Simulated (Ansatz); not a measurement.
System: C$_{2}$H$_{4}$BrFSi (SMILES C=C[SiH](F)Br).

```xyz
9

C    -1.2158    0.9662   -0.1838
C    -0.2408    0.2111   -0.6839
Si    0.8134   -0.8018    0.4291
F     0.7087   -2.3471    0.0572
Br    2.9393   -0.2393    0.2078
H    -1.8482    1.5866   -0.8120
H    -1.4244    0.9991    0.8824
H    -0.0616    0.2122   -1.7566
H     0.4181   -0.6332    1.8426
```

Geometry: PBE0-D4/def2-TZVP.

Level of theory: RKS PBE0-D4/def2-TZVPP in Ansatz.

**What will maps of the electron density and electron localisation function show?**

C–C (1.33 Å): the density is about 2.4 e/Å³ at the midpoint; the ELF peaks at about 0.90 between the atoms: a short, multiple covalent bond.
C–Si (1.84 Å): ρ is about 1 e/Å³ halfway; the ELF peaks at about 0.95 between the atoms; a shared electron pair.
C–H (1.09 Å): ρ at the midpoint is about 2.1 e/Å³; the ELF climbs to about 1 towards the hydrogen, as it does in any bond to H: an ordinary covalent bond to hydrogen.
Si–H (1.48 Å): the density is about 0.86 e/Å³ at the midpoint; the ELF climbs to about 1 towards the hydrogen.

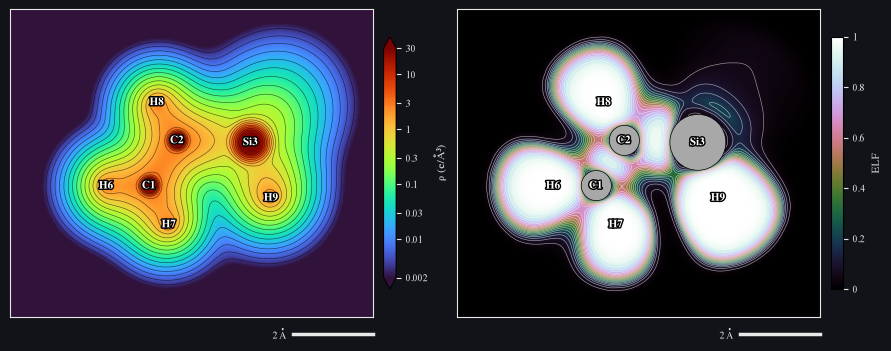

Computed electron density and electron localisation function on the plane of atoms Si3, C2 and H8, in this order. Grey discs cover the atomic cores in the ELF map. 
